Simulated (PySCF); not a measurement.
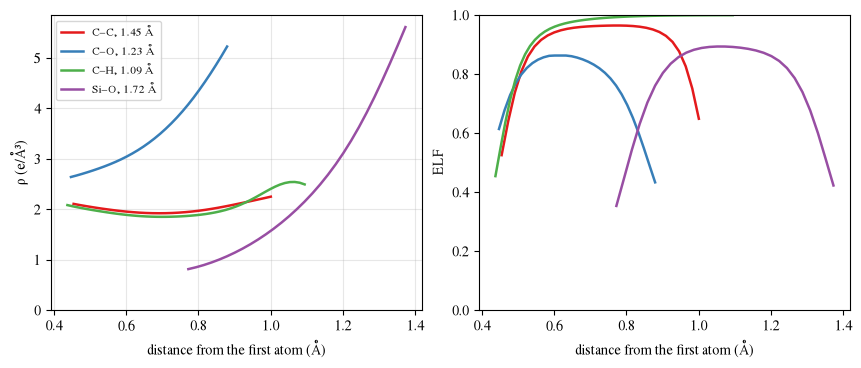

Figure. C₃H₅O₄Si (SMILES [CH2-]OC(=O)C(=O)O[SiH3]) (charge −1). Total electron density and ELF along straight lines between neighbouring atoms. The curves leave out the atomic cores.

Geometry: PBE0-D3(BJ)/def2-SVP.

Level of theory: PySCF 2.14.0, density-fitted response routines, DFT single point, gas phase, functional M06-2X.

```xyz
13

C    -2.9030   -0.5819   -0.5029
O    -1.5623   -0.4967   -0.6320
C    -0.8316    0.0033    0.3633
O    -1.3042    0.3652    1.4443
C     0.5669    0.0453   -0.0356
O     1.0911   -0.2654   -1.1205
O     1.4357    0.4781    0.9084
Si    2.9570    0.3972    0.1192
H    -3.3253   -1.2907   -1.2212
H    -3.2740   -0.5347    0.5249
H     3.1849    1.3640   -0.9960
H     3.4832   -0.9659   -0.1902
H     3.8383    0.8955    1.2379
```

**What kind of bonding do the profiles show?**

C–C (1.45 Å): the density is about 1.9 e/Å³ at the midpoint; the ELF peaks at about 0.95 between the atoms (a covalent bond).
C–O (1.23 Å): ρ at the midpoint is about 3.1 e/Å³; the ELF peaks at about 0.85 between the atoms: a polar covalent bond.
C–H (1.09 Å): ρ at the midpoint is about 1.9 e/Å³; the ELF climbs to about 1 towards the hydrogen, as it does in any bond to H; an ordinary covalent bond to hydrogen.
Si–O (1.72 Å): ρ at the midpoint is about 1 e/Å³; the ELF peaks at about 0.90 between the atoms: a polar covalent bond.
